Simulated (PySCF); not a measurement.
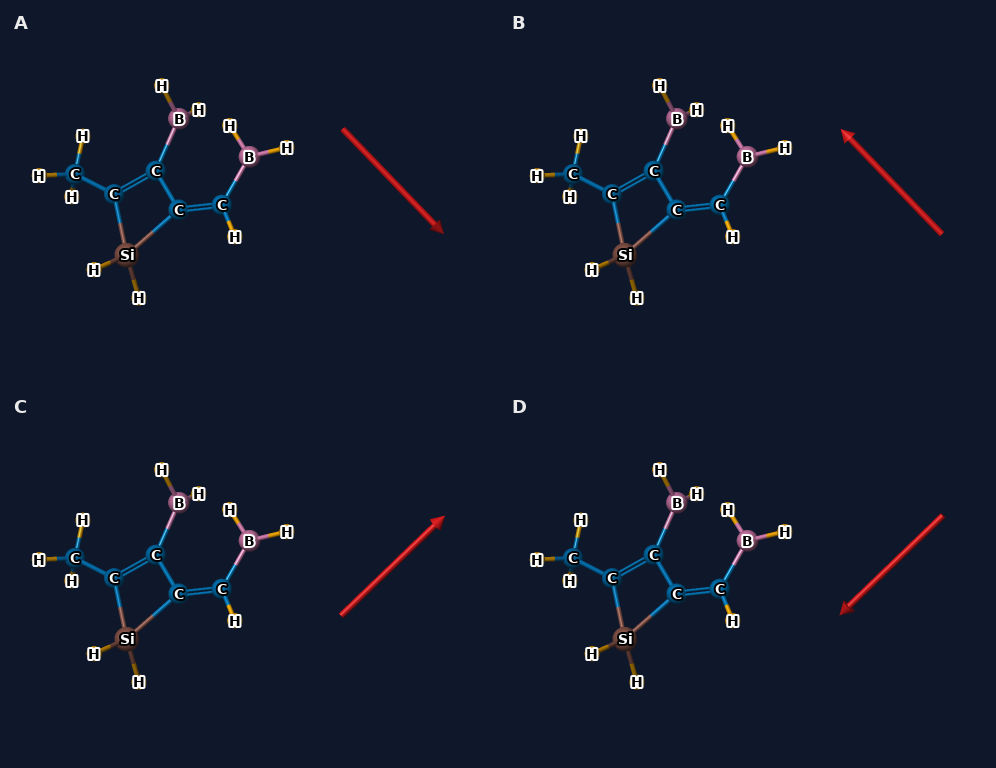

The same molecule four times, each with an arrow. The computed structure is the end point of a GFN2-xTB optimisation. No frequency run is at hand to confirm it as a minimum. Method: ωB97X-D/def2-SVPD, gas phase (PySCF 2.14.0).

Question: Which arrow points along the dipole moment, from the negative to the positive end?

Answer: D. The dipole moment is 1.98 D.

The geometry is semi-empirical. Around B, Si such bond lengths and angles can be off by a tenth of an ångström or more and by several degrees, and values that hang on the shape move with them.
